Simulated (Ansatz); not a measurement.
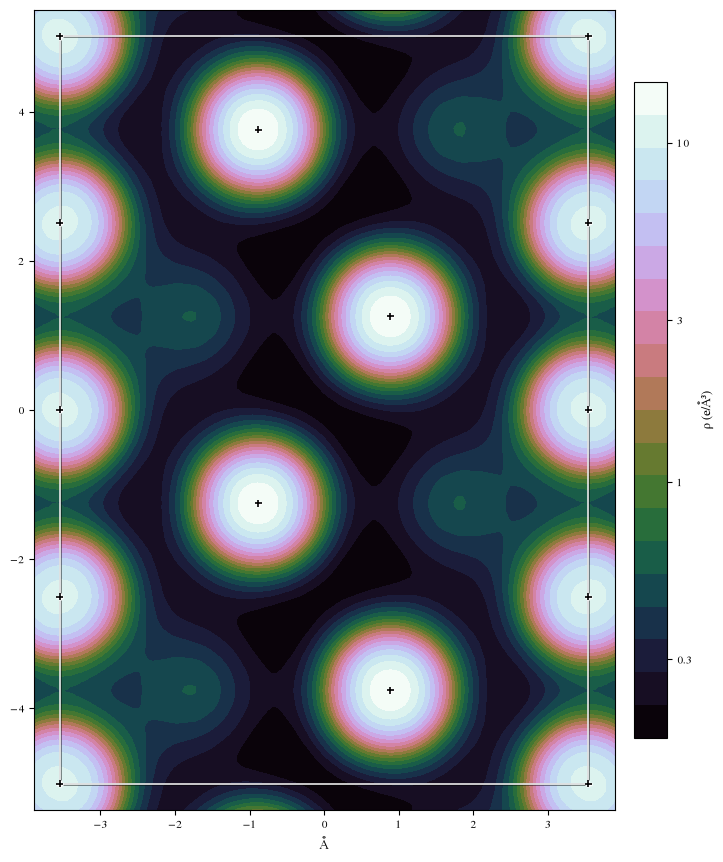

The valence charge density (pseudo) on a plane through atoms (crosses mark nuclei in the plane).

Theory: Ansatz, DFT PBE, scalar-relativistic, plane waves, PAW.

Candidates:
A. Ru2Rh, a = 7.09 Å, b = 7.09 Å, c = 7.09 Å, α = 90.00°, β = 90.00°, γ = 90.00°. Space group Fd-3m; a structure generated by program, which may or may not match a known phase; the program warned that a starting moment wasn't kept; spin-polarised, but the moments vanished.
B. LiZr3N2, a = 3.46 Å, b = 3.46 Å, c = 9.41 Å, α = 90.00°, β = 90.00°, γ = 90.00°. Space group P4/mmm; a structure generated by program, which may or may not match a known phase; spin-polarised.
C. ZrMo2C2, a = 4.16 Å, b = 4.16 Å, c = 7.27 Å, α = 90.00°, β = 90.00°, γ = 90.00°. Space group P4/nmm; a structure generated by program, which may or may not match a known phase; computed without spin polarisation.

**Which system is this?**

Candidate A: Ru2Rh on the (101) plane of the conventional cell, which holds Ru and Rh. Ru–Ru (2.51 Å): ρ at the midpoint is about 0.53 e/Å³. Ru–Rh (2.94 Å): ρ is about 0.26 e/Å³ halfway.
